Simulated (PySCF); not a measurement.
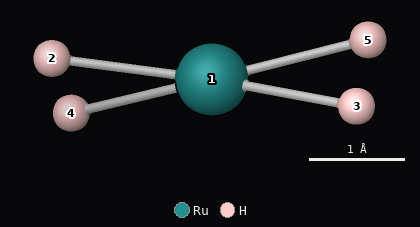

**Figure 1.** The structure as given in the input (ball-and-stick view, seen at a tilt; atoms are numbered from 1 in the order of the input). Sticks mark near contacts.

## Single-point calculation, with input and output: RuH$_{4}$

System: RuH$_{4}$, multiplicity 3.
Method: UHF/def2-tzvp (PySCF 2.14.0).

Some settings of this run were made unusual or wrong on purpose.

## Log
```
PySCF version 2.14.0

[INPUT] verbose = 4
[INPUT] num. atoms = 5
[INPUT] num. electrons = 48
[INPUT] charge = 0
[INPUT] spin (= nelec alpha-beta = 2S) = 2
[INPUT] symmetry False subgroup None
[INPUT] Mole.unit = angstrom
[INPUT] Symbol           X                Y                Z      unit          X                Y                Z       unit  Magmom
[INPUT]  1 Ru     0.000000000000   0.000000000000   0.000000000000 AA    0.000000000000   0.000000000000   0.000000000000 Bohr   0.0
[INPUT]  2 H      1.386700000000   0.933600000000   0.320000000000 AA    2.620483216934   1.764248309894   0.604712359861 Bohr   0.0
[INPUT]  3 H     -1.386500000000  -0.933900000000   0.320300000000 AA   -2.620105271709  -1.764815227731   0.605279277698 Bohr   0.0
[INPUT]  4 H      0.933700000000   1.386700000000  -0.319900000000 AA    1.764437282506   2.620483216934  -0.604523387248 Bohr   0.0
[INPUT]  5 H     -0.934000000000  -1.386400000000  -0.320400000000 AA   -1.765004200344  -2.619916299097  -0.605468250311 Bohr   0.0

nuclear repulsion = 56.520389659236
number of shells = 30
number of NR pGTOs = 92
number of NR cGTOs = 64
basis = def2-tzvp
ecp = {}

WARN: ECP not specified. The basis set def2-tzvp include an ECP. Recommended ECP: def2-TZVP.

******** <class 'pyscf.scf.uhf.UHF'> ********
method = UHF
initial guess = minao
damping factor = 0
level_shift factor = 0
DIIS = <class 'pyscf.scf.diis.CDIIS'>
diis_start_cycle = 1
diis_space = 8
diis_damp = 0
SCF conv_tol = 1e-09
SCF conv_tol_grad = None
SCF max_cycles = 50
direct_scf = True
direct_scf_tol = 1e-13
number electrons alpha = 25  beta = 23
Set gradient conv threshold to 3.16228e-05
init E= -982.98365766267
  alpha nocc = 25  HOMO = -10.7910591856879  LUMO = -10.6733328755943
  beta  nocc = 23  HOMO = -11.069392341269  LUMO = -10.7910655363093

WARN: HOMO -10.7910591856879 >= LUMO -10.7910655363093

cycle= 1 E= -1302.55102411653  delta_E= -320  |g|= 2.08  |ddm|= 53.7
  alpha nocc = 25  HOMO = 0.196677100082602  LUMO = 0.234859115670216
  beta  nocc = 23  HOMO = 0.15735290642099  LUMO = 0.228922863248893
  HOMO = 0.196677100083  LUMO = 0.228922863249  gap/eV = 0.87745
cycle= 2 E= -1276.48026660747  delta_E= 26.1  |g|= 5.33  |ddm|= 28.3
  alpha nocc = 25  HOMO = -0.376164343559836  LUMO = -0.137308006179506
  beta  nocc = 23  HOMO = -0.684040368446042  LUMO = -0.348586846851549
  HOMO = -0.37616434356  LUMO = -0.348586846852  gap/eV = 0.75042
cycle= 3 E= -1307.1223649381  delta_E= -30.6  |g|= 0.525  |ddm|= 21.4
  alpha nocc = 25  HOMO = -0.244500875021063  LUMO = 0.0689939526609713
  beta  nocc = 23  HOMO = -0.514169543681382  LUMO = 0.026627623713428
  HOMO = -0.244500875021  LUMO = 0.0266276237134  gap/eV = 7.37778
cycle= 4 E= -1307.33819090991  delta_E= -0.216  |g|= 0.15  |ddm|= 3.19
  alpha nocc = 25  HOMO = -0.229180739205338  LUMO = 0.0919030519987154
  beta  nocc = 23  HOMO = -0.502534022803504  LUMO = 0.0461059772755061
  HOMO = -0.229180739205  LUMO = 0.0461059772755  gap/eV = 7.49093
cycle= 5 E= -1307.36070972361  delta_E= -0.0225  |g|= 0.0438  |ddm|= 1.01
  alpha nocc = 25  HOMO = -0.227037304999428  LUMO = 0.0864861341581031
  beta  nocc = 23  HOMO = -0.505695236286838  LUMO = 0.0458021762225851
  HOMO = -0.227037304999  LUMO = 0.0458021762226  gap/eV = 7.42434
cycle= 6 E= -1307.36232778519  delta_E= -0.00162  |g|= 0.0224  |ddm|= 0.171
  alpha nocc = 25  HOMO = -0.230830813761866  LUMO = 0.084600143905412
  beta  nocc = 23  HOMO = -0.510218959531252  LUMO = 0.0461785218635309
  HOMO = -0.230830813762  LUMO = 0.0461785218635  gap/eV = 7.53781
cycle= 7 E= -1307.3631417322  delta_E= -0.000814  |g|= 0.0108  |ddm|= 0.138
  alpha nocc = 25  HOMO = -0.234996817060181  LUMO = 0.0821424128430177
  beta  nocc = 23  HOMO = -0.514140919078665  LUMO = 0.0461157913949424
  HOMO = -0.23499681706  LUMO = 0.0461157913949  gap/eV = 7.64946
cycle= 8 E= -1307.3635877855  delta_E= -0.000446  |g|= 0.00435  |ddm|= 0.133
  alpha nocc = 25  HOMO = -0.234747823464475  LUMO = 0.0819175128315868
  beta  nocc = 23  HOMO = -0.513172242294662  LUMO = 0.04639910203126
  HOMO = -0.234747823464  LUMO = 0.0463991020313  gap/eV = 7.65040
cycle= 9 E= -1307.36367467271  delta_E= -8.69e-05  |g|= 0.00174  |ddm|= 0.0566
  alpha nocc = 25  HOMO = -0.235062042658637  LUMO = 0.082040466369171
  beta  nocc = 23  HOMO = -0.512683912544217  LUMO = 0.046639015984002
  HOMO = -0.235062042659  LUMO = 0.046639015984  gap/eV = 7.66548
cycle= 10 E= -1307.36369386392  delta_E= -1.92e-05  |g|= 0.00109  |ddm|= 0.0231
  alpha nocc = 25  HOMO = -0.235154933065139  LUMO = 0.0819511186370114
  beta  nocc = 23  HOMO = -0.512707906390979  LUMO = 0.0465771230492389
  HOMO = -0.235154933065  LUMO = 0.0465771230492  gap/eV = 7.66632
cycle= 11 E= -1307.36370518464  delta_E= -1.13e-05  |g|= 0.000916  |ddm|= 0.0161
  alpha nocc = 25  HOMO = -0.235212701648351  LUMO = 0.0819537540493256
  beta  nocc = 23  HOMO = -0.512689114578096  LUMO = 0.0466025850410929
  HOMO = -0.235212701648  LUMO = 0.0466025850411  gap/eV = 7.66858
cycle= 12 E= -1307.36371773019  delta_E= -1.25e-05  |g|= 0.000753  |ddm|= 0.022
  alpha nocc = 25  HOMO = -0.23529984499017  LUMO = 0.0819671621889366
  beta  nocc = 23  HOMO = -0.51265584243288  LUMO = 0.046644343301812
  HOMO = -0.23529984499  LUMO = 0.0466443433018  gap/eV = 7.67209
cycle= 13 E= -1307.36373133488  delta_E= -1.36e-05  |g|= 0.000424  |ddm|= 0.0362
  alpha nocc = 25  HOMO = -0.235290962313031  LUMO = 0.0819042169922515
  beta  nocc = 23  HOMO = -0.512760367611586  LUMO = 0.0466147083166528
  HOMO = -0.235290962313  LUMO = 0.0466147083167  gap/eV = 7.67104
cycle= 14 E= -1307.36373597727  delta_E= -4.64e-06  |g|= 0.00017  |ddm|= 0.0277
  alpha nocc = 25  HOMO = -0.235189276640836  LUMO = 0.0819075472566775
  beta  nocc = 23  HOMO = -0.512731083507466  LUMO = 0.0465986494835957
  HOMO = -0.235189276641  LUMO = 0.0465986494836  gap/eV = 7.66784
cycle= 15 E= -1307.36373641705  delta_E= -4.4e-07  |g|= 4.83e-05  |ddm|= 0.00971
  alpha nocc = 25  HOMO = -0.235221553225434  LUMO = 0.0819024118930609
  beta  nocc = 23  HOMO = -0.512722307898998  LUMO = 0.0466017335303026
  HOMO = -0.235221553225  LUMO = 0.0466017335303  gap/eV = 7.66880
cycle= 16 E= -1307.36373642744  delta_E= -1.04e-08  |g|= 2.48e-05  |ddm|= 0.00116
  alpha nocc = 25  HOMO = -0.235214867315719  LUMO = 0.0819055829194926
  beta  nocc = 23  HOMO = -0.512720583498422  LUMO = 0.0466018985356156
  HOMO = -0.235214867316  LUMO = 0.0466018985356  gap/eV = 7.66862
cycle= 17 E= -1307.363736429  delta_E= -1.55e-09  |g|= 1.5e-05  |ddm|= 0.000182
  alpha nocc = 25  HOMO = -0.235212011277418  LUMO = 0.0819061550162612
  beta  nocc = 23  HOMO = -0.512720425912532  LUMO = 0.046602578334626
  HOMO = -0.235212011277  LUMO = 0.0466025783346  gap/eV = 7.66857
cycle= 18 E= -1307.36373642963  delta_E= -6.33e-10  |g|= 6.67e-06  |ddm|= 0.000146
  alpha nocc = 25  HOMO = -0.235214156057477  LUMO = 0.0819055833210189
  beta  nocc = 23  HOMO = -0.512721544950604  LUMO = 0.0466023210486903
  HOMO = -0.235214156057  LUMO = 0.0466023210487  gap/eV = 7.66862
```

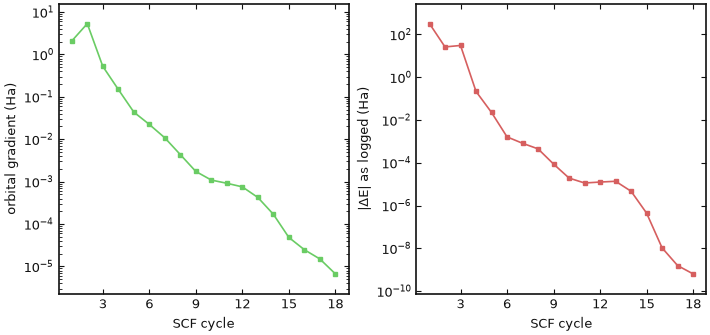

**Figure 2.** Convergence of the self-consistent field: orbital gradient and size of the energy change against the SCF cycle. The residual comes down, with one marked jump up, by a factor of about 2.5, at step 2.

```
Extra cycle  E= -1307.36373642972  delta_E= -9.19e-11  |g|= 4.96e-06  |ddm|= 3.18e-05
converged SCF energy = -1307.36373642972  <S^2> = 2.0332834  2S+1 = 3.0221074
Dipole moment(X, Y, Z, Debye):  1.05781,  1.05767,  0.00014
orbital energies (hartree): [array([-0.6253, -0.301 , -0.2352,  0.0586,  0.0586,  0.0936]), array([-0.6507, -0.6284, -0.5127,  0.0466,  0.0738,  0.0819])]
```

The run was set up as follows.

## Input
```python
from pyscf import gto, scf

mol = gto.M(
    atom='Ru 0 0 0; H 1.3867 0.9336 0.32; H -1.3865 -0.9339 0.3203; H 0.9337 1.3867 -0.3199; H -0.934 -1.3864 -0.3204',
    basis='def2-tzvp',
    charge=0,
    spin=2,
    verbose=4,
)
mf = scf.UHF(mol)
mf.kernel()
mf.dip_moment()
print('orbital energies (hartree):', [e[max(0, n-3):n+3].round(4) for e, n in zip(mf.mo_energy, mol.nelec)])
```

Launched with:
```bash
OMP_NUM_THREADS=1 python input.py
```

## Outcome

| quantity | value |
| --- | --- |
| outcome | converged |
| SCF energy | −1307.363736 hartree |
| ⟨S²⟩ | 2.033 |
| dipole moment | 1.50 D |
| hardware | 1 CPU thread, shared host |
| wall time | 1.9 s |

## What went wrong

Some settings of this run were drawn to be unusual or wrong. It converged; results that depend on the unusual settings are not reference values. Notes on the run: ECP not specified.
